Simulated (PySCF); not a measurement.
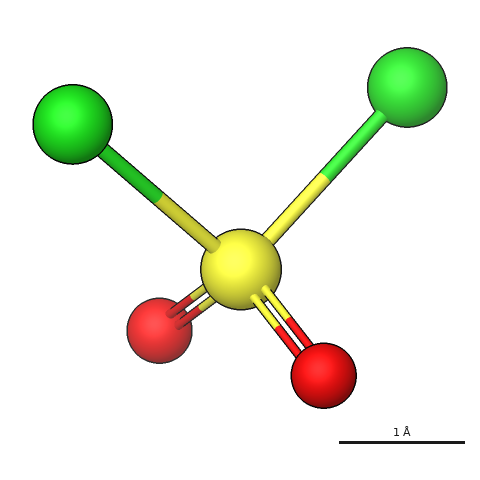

A ball-and-stick model of a molecule. Colours: oxygen red, sulfur yellow, chlorine green.

**Which formula does it have?**

SCl2O2, 5 atoms: 1 sulfur, 2 chlorine and 2 oxygen.

**How many bonds of each kind are drawn?**

2 O–S, 2 Cl–S.

More results for the same structure follow; atom numbers are the same in all pictures, views and colours differ. The computed structure is the end point of a PBE0-D3(BJ)/def2-SVP optimisation. No frequency run is at hand to confirm it as a minimum.

**Symmetry**

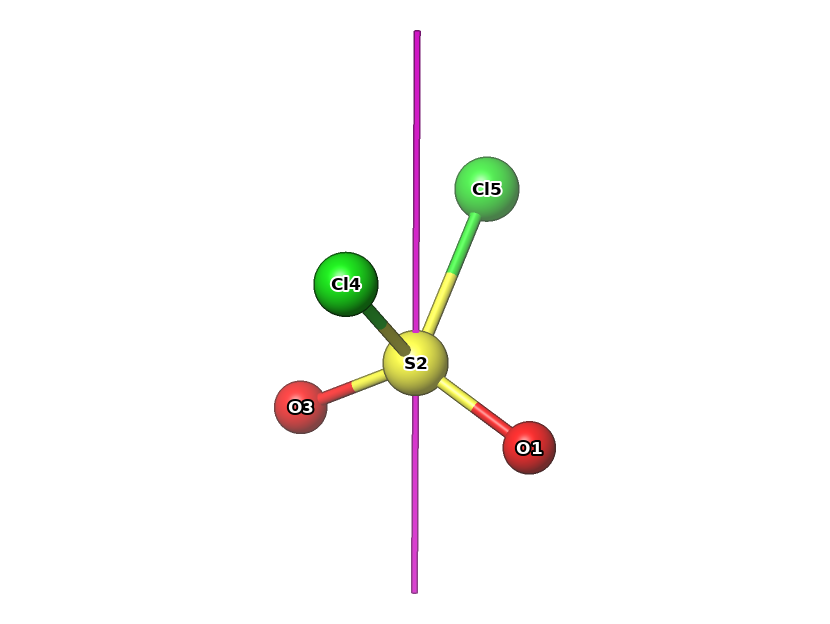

A line through the centre of mass is drawn in. Depth is shown by fading: the farther an atom, the more it takes the colour of the background. No frequency run is at hand to confirm it as a minimum.

**Is the line a proper rotation axis of the structure, and of what order?**

Yes, a C2 axis. A turn by 180° leaves S2 in place and moves O1 ↔ O3; Cl4 ↔ Cl5. The point group is C2v.

**Excitation**

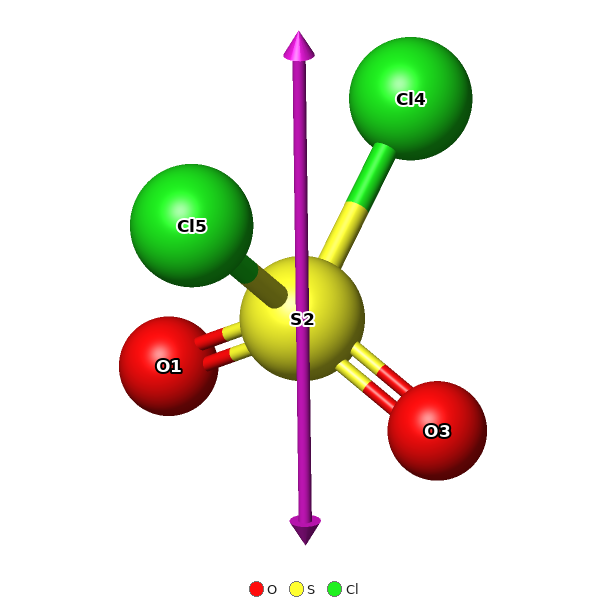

The double arrow shows the direction of the transition dipole to excited singlet state 8 (its length means nothing). No frequency run is at hand to confirm it as a minimum. Method: TDDFT PBE0/6-31+G*, vertical, gas phase, core orbitals frozen in the response (PySCF 2.14.0).

**Where does the transition lie, and how strong is it?**

6.64 eV (187 nm), oscillator strength 0.032, mainly HOMO−6 → LUMO (weight 0.67); transition dipole 1.13 D.

**Levels of theory compared**

No frequency run is at hand to confirm it as a minimum. Program: PySCF 2.14.0.

Compare HOMO–LUMO gap (eV), HOMO energy (eV) at these levels: PBE0/6-31+G*; PBE0/aug-cc-pVDZ; PBE0/aug-cc-pVTZ; PBE0/def2-SVP; PBE0/def2-TZVP; PBE0/def2-TZVPD.

```csv
level,HOMO–LUMO gap (eV),HOMO energy (eV)
PBE0/6-31+G*,6.33,−10.07
PBE0/aug-cc-pVDZ,6.39,−9.96
PBE0/aug-cc-pVTZ,6.51,−9.97
PBE0/def2-SVP,6.51,−9.81
PBE0/def2-TZVP,6.57,−9.92
PBE0/def2-TZVPD,6.53,−9.96
```

**Polarisability**

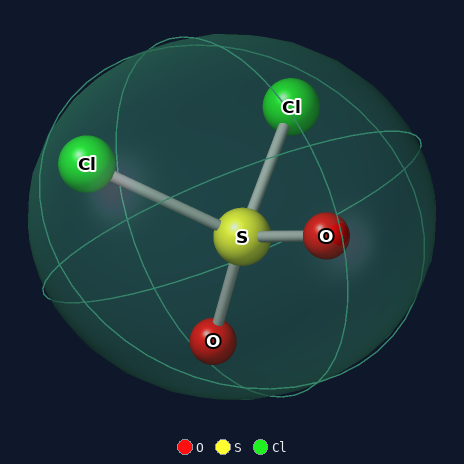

The ellipsoid shows the static dipole polarisability: its half-axes are proportional to the principal values. No frequency run is at hand to confirm it as a minimum. Method: PBE0/def2-SVP (PySCF 2.14.0).

**Give the principal values, the mean and the anisotropy.**

Principal values 33.1, 41.4, 50.5 bohr³; mean 41.7 bohr³ (6.17 Å³); anisotropy 15.0 bohr³, so the longest axis is 1.52 times the shortest.
